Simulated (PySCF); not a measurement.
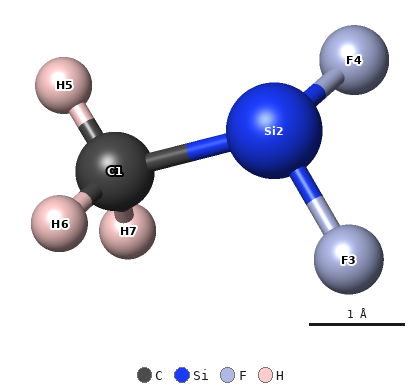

Figure 1. The input geometry (ball-and-stick view, seen at a tilt; atoms are numbered from 1 in the order of the input). Bond lengths as drawn: C–H 1.09 Å, C–Si 1.86 Å and F–Si 1.60 Å.

CH3F2Si: excited-state calculation

System: CH3F2Si, multiplicity 2, SMILES C[Si](F)F.
Method: TDDFT (TPSSh)/STO-3G, UKS (PySCF 2.14.0).

The geometry comes from this level: PBE0-D4/def2-TZVP.

### The program's output
```
WARN: HOMO -0.163686566551092 >= LUMO -0.163686566551092

converged SCF energy = -522.397071672715  <S^2> = 0.75109469  2S+1 = 2.0010944
E(TPSSH) = -522.397071673
Excitation energies (eV)
[4.47575878 4.5347174  4.81147512]

** Excitation energies and oscillator strengths **
state   eV      nm      f
  1    4.4758    277.0   0.00011
  2    4.5347    273.4   0.00843
  3    4.8115    257.7   0.01239
```

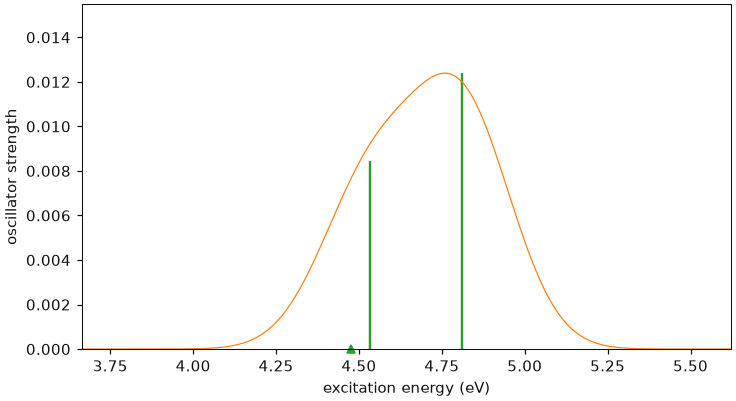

Figure 2. Computed excitations as sticks (degenerate states added up, dark ones marked on the axis), with a Gaussian envelope of 0.35 eV full width at half maximum, scaled to the tallest. Of the 3 states the lowest lies at 4.48 eV (f = 0.000); the strongest line is at 4.81 eV, or 258 nm (f = 0.012).

The run was set up as follows.

### Input file (job.py)
```python
from pyscf import gto, dft, tdscf

mol = gto.M(
    atom='''
C     -0.518163     1.377610    -0.411960
Si     1.483624    -1.493640    -0.085983
F      2.035991    -1.960780     2.845550
F     -0.096187    -3.886789    -1.031790
H     -1.018940     1.689037    -2.387669
H      0.477534     3.038113     0.297254
H     -2.248396     1.107946     0.688238
''',
    unit='bohr',
    max_memory=1860,
    basis='sto-3g',
    verbose=3,
    spin=1,
)

mf = dft.UKS(mol, xc='tpssh')
mf.grids.level = 4
mf.conv_tol = 1e-10
mf.kernel()
if not mf.converged:
    mf = mf.newton().run(mf.mo_coeff, mf.mo_occ)

etot = mf.e_tot
print('E(%s) = %.9f' % ('TPSSH', etot))

td = mf.TDDFT()
td.nstates = 3
td.kernel()
td.analyze()
roots = td.e * 27.211386
osc = td.oscillator_strength()
print('state   eV      nm      f')
for i, (w, f) in enumerate(zip(roots, osc), 1):
    print('%3d %9.4f %8.1f %9.5f' % (i, w, 1239.842 / w, f))
```

Run as:
```bash
OMP_NUM_THREADS=1 python job.py
```

### Summary

| quantity | value |
| --- | --- |
| outcome | converged |
| total energy | −522.397072 hartree |
| basis functions | 27 |
| ⟨S²⟩ | 0.751 |
| dipole moment | 0.62 D |
| lowest excitation | 4.48 eV |
| hardware | 1 thread of Arm Neoverse V1, 24 GiB of memory available, shared host |
| wall time | 2.5 min |
| peak memory | 0.48 GiB |
